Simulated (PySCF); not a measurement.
Input

```
{"job": {"kind": "sp", "xc": "wB97X", "basis": "ma-def2-TZVP", "d3": "d3bj", "grid": 2}, "charge": 1, "multiplicity": 2}
C     -1.221996    -1.154783     0.107154
C     -0.270276    -0.064741    -0.176475
C     -0.415641     0.969119    -1.221161
O      1.109743    -0.507127    -0.036516
C      1.825301    -0.049277     0.892905
O      1.437156     0.783235     1.764578
H     -2.246606    -0.758510     0.099232
H     -1.035282    -1.638114     1.078340
H     -1.158715    -1.940261    -0.671463
H      0.489405     1.025432     1.639604
H      0.275747     1.815761    -1.087671
H     -0.221201     0.539545    -2.223568
H     -1.445619     1.351565    -1.216699
H      2.865542    -0.398019     0.955684
```

Command:

```sh
OMP_NUM_THREADS=1 python redox_run.py task.json out
```

Geometry: PBE0-D3(BJ)/def2-SVP.

All numbers below come from DFT single point, gas phase, functional wB97X (PySCF).

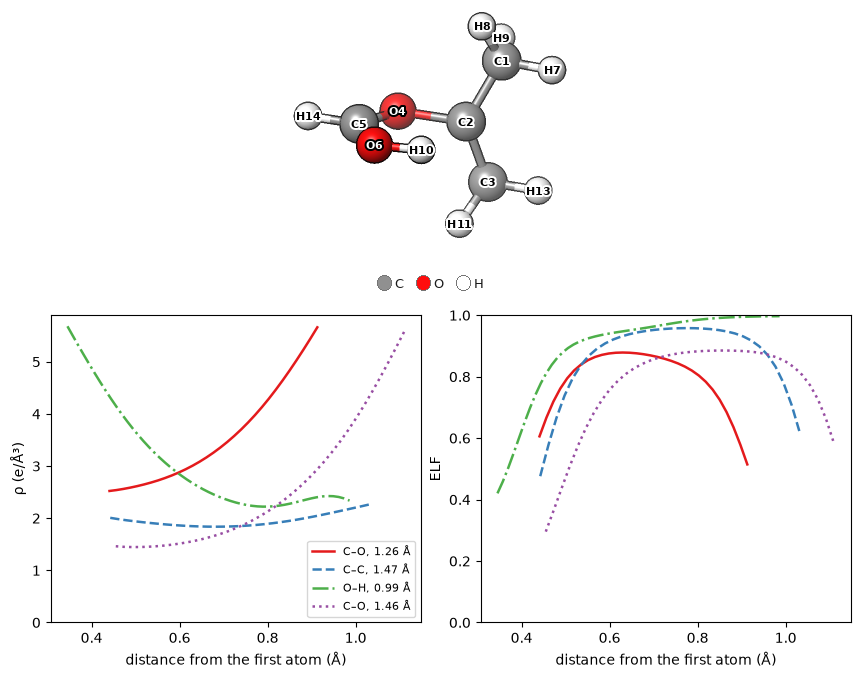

C4H8O2 (SMILES C[C](C)/[O+]=C\O) (charge +1, doublet). Electron density and electron localisation function along straight lines between neighbouring atoms. The curves leave out the atomic cores. The structure is drawn too.

**Compare the contacts.**

C–O (1.26 Å): ρ at the midpoint is about 3 e/Å³; the ELF peaks at about 0.90 between the atoms, as expected for a polar covalent bond.
C–C (1.47 Å): ρ is about 1.8 e/Å³ halfway; the ELF peaks at about 0.95 between the atoms; a shared electron pair.
O–H (0.99 Å): the density is about 3.7 e/Å³ at the midpoint; the ELF climbs to about 1 towards the hydrogen, as it does in any bond to H: an ordinary covalent bond to hydrogen.
C–O (1.46 Å): ρ at the midpoint is about 1.8 e/Å³, with its minimum of 1.4 e/Å³ about 0.5 Å from C; the ELF peaks at about 0.90 between the atoms, as expected for a polar covalent bond.
